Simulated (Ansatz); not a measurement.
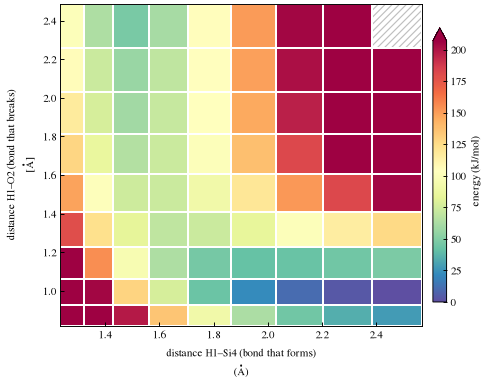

Energy landscape of the reacting system CH7OSi (fragments CH₄O + H₃Si where the first distance is long, H₄Si + CH₃O where the second is long), spin multiplicity 2. Coordinates scanned: (1) distance H1–Si4 (bond that forms); (2) distance H1–O2 (bond that breaks). Relaxed at each point: all other coordinates. Grid: 9 × 9 points. At 1 point there is no value. Points are written as (first, second). Energies: kJ/mol, counted from the lowest grid point. Energies and slopes of some neighbouring points disagree (a jump in structure or state, or too coarse a mesh). The calculation used Ansatz 0.2.0, UKS B3LYP-D4/def2-SVP.

Drawn: one coloured cell a grid point, one colour for all values above the top of the scale, hatched blanks where no value was computed. 

Question: Describe this landscape.

Answer: The lowest grid point is at (2.478 Å, 0.984 Å). It lies in a valley that leaves the map towards separated partners. The energy also falls towards the edge at (1.490 Å, 2.373 Å) (48 kJ/mol above the lowest), where a further well may lie outside the range. The highest grid point, (1.278 Å, 0.873 Å), lies 373 kJ/mol above the lowest.

Time for the 80 points that were run: 51 min on 1 thread of Arm Neoverse V1, with other jobs on the host.
